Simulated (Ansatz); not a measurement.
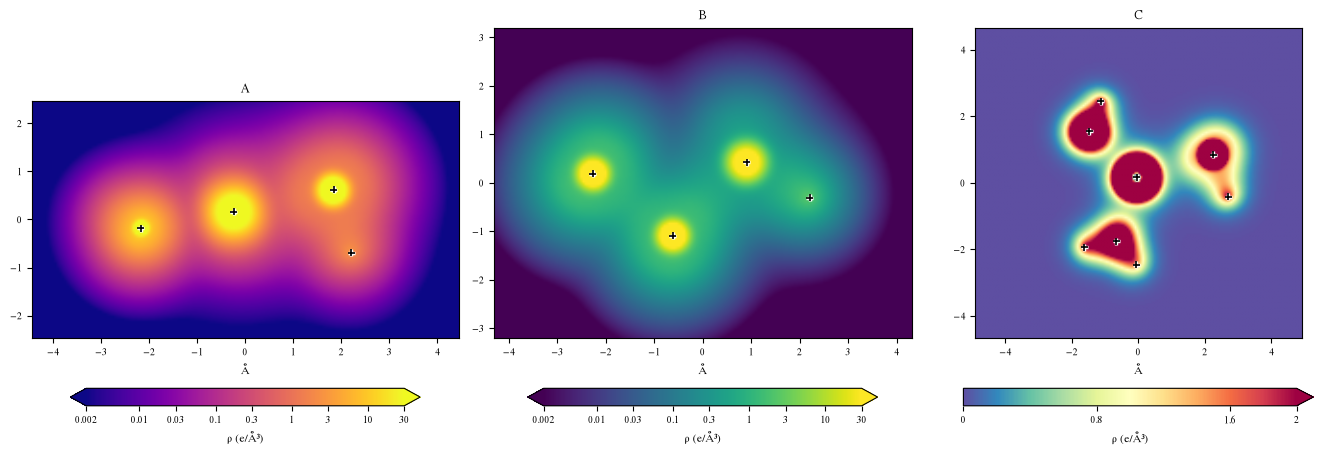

The total electron density of 3 systems, each on a plane through atoms (crosses mark nuclei in the plane).

All numbers below come from Ansatz, RKS PBE0-D4/def2-SVP.

System 1: H₄S₂Si, the plane of atoms Si1, S2 and S3. 

```yaml
atoms:
  - { symbol: Si, position_ang: [-0.8342, 0.5310, -0.2103] }
  - { symbol: S, position_ang: [0.4248, -0.0725, 1.4358] }
  - { symbol: S, position_ang: [1.3994, -1.6480, 0.4555] }
  - { symbol: H, position_ang: [-1.6939, -0.6038, -0.6512] }
  - { symbol: H, position_ang: [-0.0015, 1.0057, -1.3533] }
  - { symbol: H, position_ang: [-1.6728, 1.6513, 0.3130] }
  - { symbol: H, position_ang: [2.4396, -0.9318, -0.0351] }
```

System 2: H₄InNOS (SMILES [NH2][In]([OH])[SH]), the plane of atoms In2, O3 and H7. Core potentials replace the inner electrons of In.

```
atom    x (Å)    y (Å)    z (Å)
   N  -0.8665   1.3362  -0.5914
  In   0.0851  -0.1987   0.3239
   O   1.8299   0.2304   1.1906
   S  -0.6534  -2.4847   0.2451
   H  -1.8792   1.2716  -0.6496
   H  -0.6178   2.2582  -0.2407
   H   2.2812  -0.5521   1.5264
   H  -1.7345  -2.1825  -0.5080
```

System 3: CuH₃OS (SMILES [OH2+][Cu-][SH]), the plane of atoms Cu2, S3 and H6. 

```xyz
6

O     0.2486    0.5271   -1.2765
Cu    0.2036   -0.5954    0.3412
S     0.1009   -1.7443    2.1270
H    -0.6049    0.6723   -1.7035
H     0.6424    1.4011   -1.1625
H     0.9093   -2.7194    1.6476
```

Q: Match each panel to its system.

A: Panel A is system 3, CuH₃OS: the plane holds O, Cu, S and H. Cu–O (1.97 Å): ρ at the midpoint is about 0.5 e/Å³. Panel B is system 1, H₄S₂Si: the plane holds Si, S and H. S–S (2.10 Å): the density is about 0.88 e/Å³ at the midpoint. Panel C is system 2, H₄InNOS: the plane holds N, In, O, S and H. In–O (2.00 Å): ρ is about 0.71 e/Å³ halfway.
